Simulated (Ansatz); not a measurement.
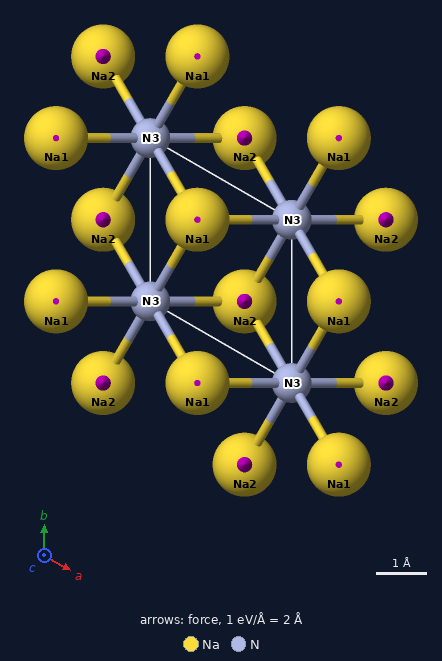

Starting geometry of a crystal of Na2N (a generated structure, set up in P-3m1) (coarse preliminary run) with the computed forces as purple arrows. A ball-and-stick model of the cell of the calculation, seen along the c axis.

Computed with Ansatz, DFT PBE, scalar-relativistic, plane waves, PAW. (plane-wave cutoff 420 eV; k-point mesh 6 × 6 × 4; occupations gaussian; smearing width 0.1 eV; no spin polarisation; cell and atoms relaxed; force threshold 0.04 eV/Å; at most 70 steps)

> Is this structure relaxed? If not, where do the atoms go?

It isn't relaxed: the largest force vector, on Na atoms, is 0.80 eV/Å. The atoms end up moving mostly along the starting forces (cosine between the two patterns 1.00). The largest moves relative to the cell, 0.27 Å, are those of Na1 and Na2. Na2 goes along +c. N stays in place. Cell: a = b 3.324 → 3.692 Å (+11.1 %), c 5.855 → 5.542 Å (−5.4 %). Volume +16.8 %. Near-neighbour distances that change, for instance: Na1–Na2 3.474 → 3.066 Å, Na1–N3 2.404 → 2.400 Å. Bond angles that change, for instance: Na1–N3–Na2 92.5° → 79.4°, Na1–N3–Na1 87.5° → 100.6°, N3–Na1–N3 87.5° → 100.6°. The space group stays P-3m1 (No. 164). After 5 accepted moves (7 points after the start) the energy has fallen by 0.405 eV per cell of the calculation. Largest force component: 0.8 eV/Å at the start, 0.0059 eV/Å at the end. The pressure goes from 1.26 to 0.04 GPa. The SCF was repeated twice at an unchanged geometry on a basis and grid sized afresh for the cell, which shifted the energy by 26.3 meV per cell of the calculation at most.
